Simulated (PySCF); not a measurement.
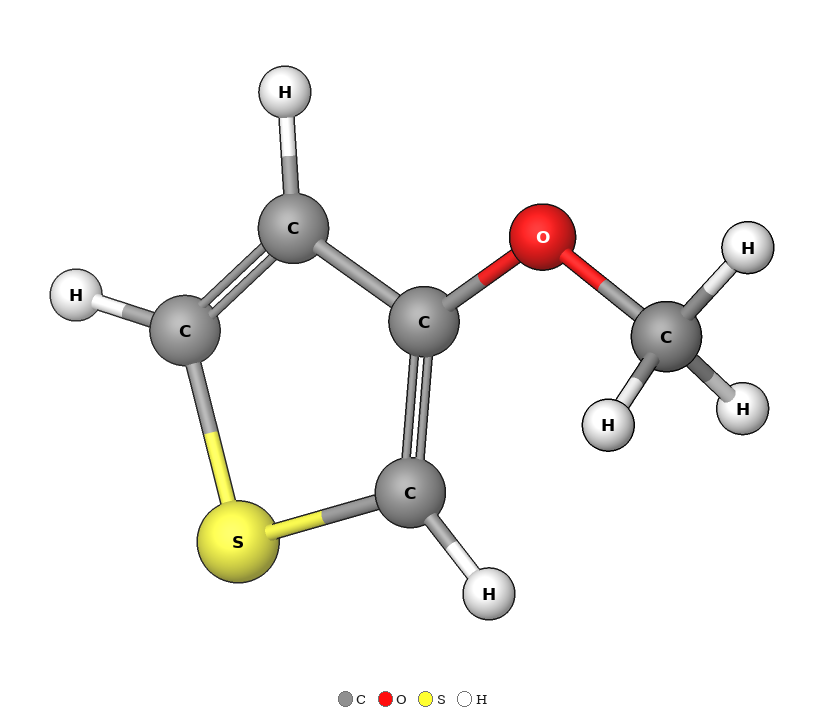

Rendered structure (ball-and-stick style). Double and triple bonds are drawn as two and three sticks.

The geometry was computed by an optimisation with GFN2-xTB. No frequency run is at hand to confirm it as a minimum.

Description:

It has 13 atoms: 5 carbon, 6 hydrogen, 1 oxygen and 1 sulfur (C5H6OS). As SMILES it reads `COc1ccsc1`. Independent rings (smallest set): 1 of 5 members, 1 of them aromatic. Among its groups: ether. Coordination: 1 C tetrahedral; 1 O bent; 4 C trigonal planar; 1 S bent.

More results for the same structure follow; atom numbers are the same in all pictures, views and colours differ.

## Shape

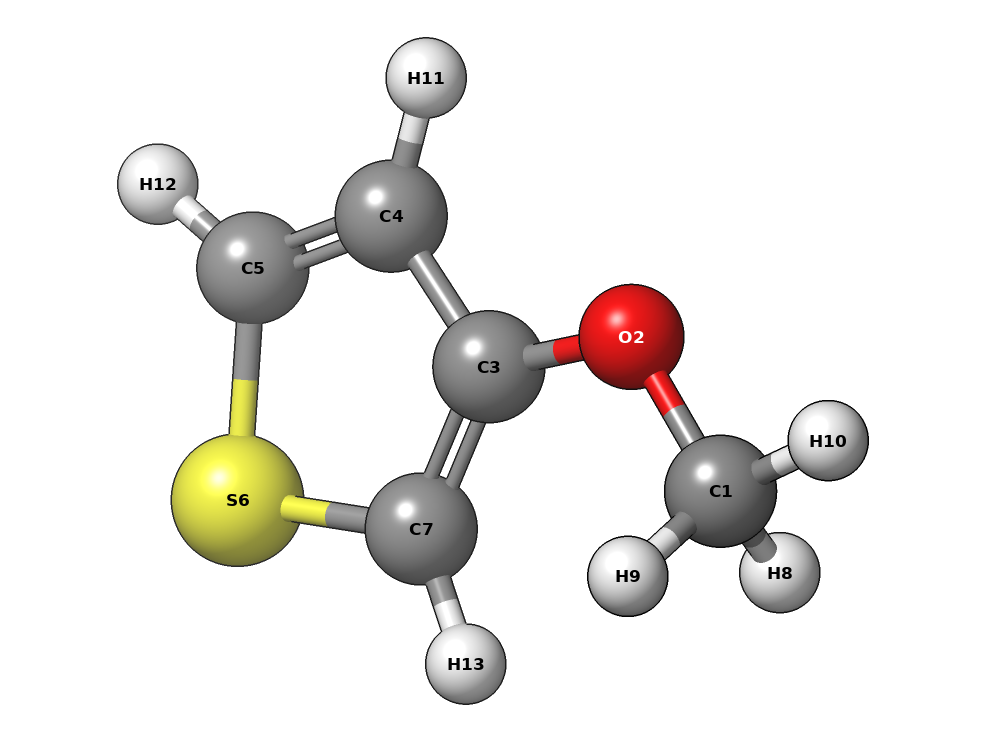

Numbered structure. No frequency run is at hand to confirm it as a minimum.

List the bonds and their lengths.

```json
{"bond": "C1–O2", "length (Å)": "1.406", "order": "single"}
{"bond": "C1–H8", "length (Å)": "1.095", "order": "single"}
{"bond": "C1–H9", "length (Å)": "1.095", "order": "single"}
{"bond": "C1–H10", "length (Å)": "1.089", "order": "single"}
{"bond": "O2–C3", "length (Å)": "1.358", "order": "single"}
{"bond": "C3–C4", "length (Å)": "1.425", "order": "aromatic"}
{"bond": "C3–C7", "length (Å)": "1.363", "order": "aromatic"}
{"bond": "C4–C5", "length (Å)": "1.353", "order": "aromatic"}
{"bond": "C4–H11", "length (Å)": "1.074", "order": "single"}
{"bond": "C5–S6", "length (Å)": "1.718", "order": "aromatic"}
{"bond": "C5–H12", "length (Å)": "1.071", "order": "single"}
{"bond": "S6–C7", "length (Å)": "1.724", "order": "aromatic"}
{"bond": "C7–H13", "length (Å)": "1.071", "order": "single"}
```

## Electronic properties

No frequency run is at hand to confirm it as a minimum. Properties computed with PBE0/pcSseg-1, gas phase (PySCF 2.14.0).

What does the calculation give?

- dipole moment: 1.15 D
- HOMO energy (Kohn–Sham orbital): −6.35 eV
- LUMO energy (Kohn–Sham orbital): −0.20 eV
- HOMO–LUMO gap: 6.15 eV

## NMR shielding

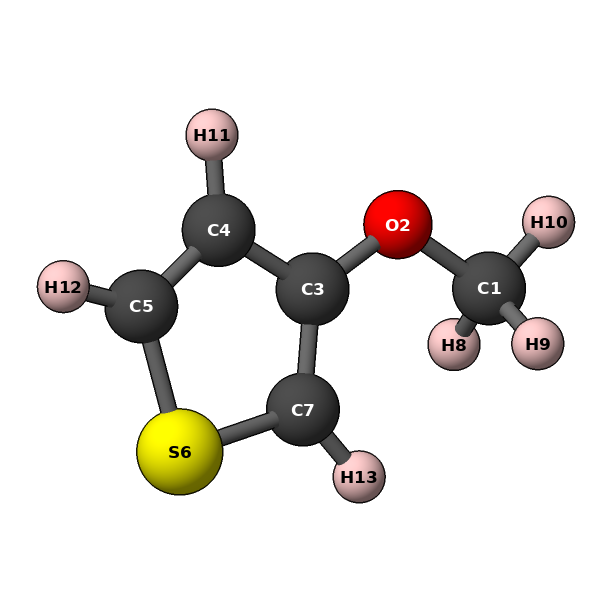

No frequency run is at hand to confirm it as a minimum. Properties computed with GIAO PBE0/pcSseg-1 NMR shielding, non-relativistic, gas phase (PySCF 2.14.0). Principal shieldings σ11 ≤ σ22 ≤ σ33, span Ω = σ33 − σ11, skew κ = 3(σiso − σ22)/Ω.

Give the shielding tensors of the S atoms.

```csv
atom,σ11,σ22,σ33,σiso,Ω,κ
S6,172.2,373.6,420.2,322.0,248.0,−0.62
```

Shieldings and span in ppm.

## Charges

The questions are on Mulliken charges. No frequency run is at hand to confirm it as a minimum. Properties computed with PBE0/pcSseg-1, gas phase (PySCF 2.14.0).

> Which atom carries the highest charge (most positive or least negative)?

S6 (0.25 e).

> And the lowest?

O2 (−0.48 e).

List the Mulliken charges.

```tsv
atom	value (e)
C1	−0.04
O2	−0.48
C3	0.20
C4	−0.04
C5	−0.26
S6	0.25
C7	−0.33
H8	0.11
H9	0.11
H10	0.13
H11	0.10
H12	0.13
H13	0.13
```

## Quadrupole coupling

No frequency run is at hand to confirm it as a minimum. Electric field gradients from the ground-state density, PBE0/pcSseg-1 (PySCF 2.14.0), non-relativistic apart from any core potentials.

Give the largest field-gradient component, the quadrupole coupling constant and the asymmetry for 17O at O2 (Q = −25.6 mb), 33S at S6 (Q = −67.81 mb).

```
atom  V_zz (a.u.)  e²qQ/h (MHz)     η
  O2        1.938        −11.66  0.76
  S6        1.917         −30.6  0.69
```

Mulliken values depend strongly on the basis set and can even reverse the polarity of a bond.
